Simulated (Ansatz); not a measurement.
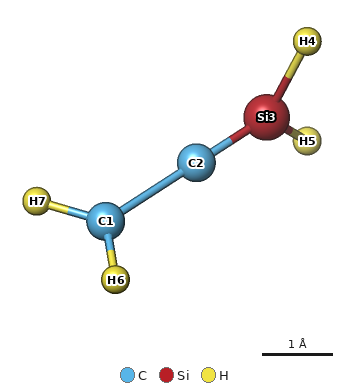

Starting structure of C$_{2}$H$_{4}$Si. Style: ball-and-stick. Shown from a free direction.

It is one of the separated reactants of a reaction.

Computed with RKS PBE-D4/def2-SVP (Ansatz 0.2.0).

The input:
```yaml
crystal:
  periodic: [false, false, false]
  atoms:
    - {symbol: C, position_ang: [1.233267, 0.236741, 0.760475]}
    - {symbol: C, position_ang: [-0.180977, -0.035012, -0.111267]}
    - {symbol: Si, position_ang: [-1.276600, -0.244651, -0.787222]}
    - {symbol: H, position_ang: [-1.919629, -1.510584, -0.805375]}
    - {symbol: H, position_ang: [-1.898478, 0.779406, -1.549439]}
    - {symbol: H, position_ang: [1.202388, 0.564288, 1.768126]}
    - {symbol: H, position_ang: [2.185996, 0.084955, 0.321308]}
basis:
  gaussian: {orbitals: def2-SVP}
hamiltonian: {xc: pbe, dispersion: d4}
relax: {f_tol: 0.03, max_steps: 250}
```

Launched with:
```bash
ansatz run in.yaml --threads 2 --pin off --events-out ev --progress --plain --max-ram 4352MiB
```

What does the optimiser find from here?

Answer. Over 6 geometry steps the energy falls by 7.738 eV. Largest force component: 38 eV/Å at the start, 0.019 eV/Å at the end. The atom that moves furthest after the best rigid fit is C2 (0.32 Å). By element the largest moves are C 0.32 Å, H 0.12 Å, Si 0.08 Å. Among the contacts that change: C2–Si3 1.304 → 1.706 Å, C1–C2 1.683 → 1.322 Å, Si3–H4 1.420 → 1.492 Å, C1–H6 1.060 → 1.108 Å. The run took 6.5 s on 2 threads of Arm Neoverse V1, with other jobs on the host.

The structure at the end:

```xyz
7

C     1.1990    0.2291    0.7396
C     0.0886    0.0169    0.0547
Si   -1.3446   -0.2574   -0.8291
H    -2.0029   -1.5961   -0.8349
H    -1.9823    0.8330   -1.6228
H     1.1849    0.5742    1.7928
H     2.2032    0.0755    0.2964
```

The end point in the same view:

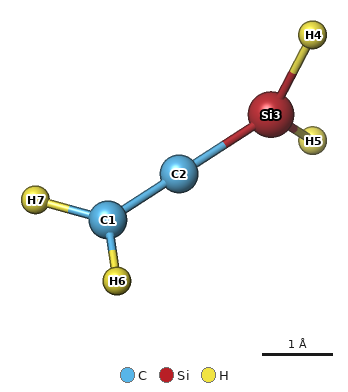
